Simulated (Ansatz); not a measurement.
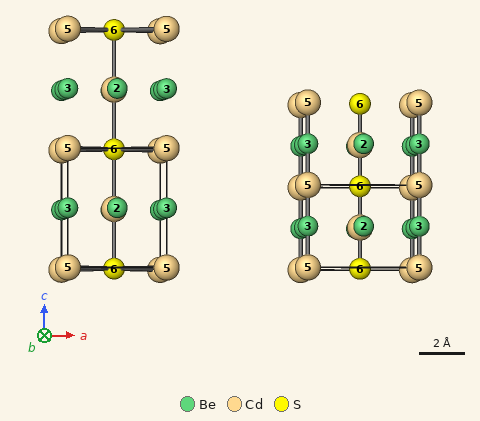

Two geometries of solid Be$_{3}$Cd$_{2}$S (a generated structure, set up in P4/mmm) (coarse preliminary run), drawn at one scale. One is the start of a relaxation, the other its converged end. Style: ball-and-stick. Shown: the cell of the calculation, repeated 1 × 1 × 2 with one cell outlined, from a free direction.

Level of theory: DFT PBE, scalar-relativistic, plane waves, PAW in Ansatz. (plane-wave cutoff 420 eV; k-point mesh 4 × 4 × 4; occupations gaussian; smearing width 0.1 eV; no spin polarisation; cell and atoms relaxed; force threshold 0.04 eV/Å; at most 70 steps)

Which one is relaxed?

Answer. The left one is the relaxed one. No atom moves by more than 0.005 Å relative to the cell. The volume changes by +13.5 %, with a = b 5.068 → 4.488 Å (−11.4 %), c 3.743 → 5.415 Å (+44.7 %). Among the contacts that change: Be–Cd 1.872 → 2.708 Å, Cd–S 1.872 → 2.708 Å, Cd–S 3.583 → 3.174 Å, Be–Cd 2.534 → 2.244 Å. The space group stays P4/mmm (No. 123). Over 13 accepted moves (15 points after the start) the energy falls by 1549 meV per atom. All forces vanish by symmetry, so only the cell relaxes. Pressure: 44.42 GPa at the start and 0.00 GPa at the end. The SCF was repeated twice at an unchanged geometry on a basis and grid sized afresh for the cell, which shifted the energy by 57.9 meV per atom at most. The run took 54 s on 1 thread of Arm Neoverse V2, on a shared host, peak memory 0.37 GiB.

Limits of the set-up: the k-point mesh is coarse for a cell with partly filled bands.
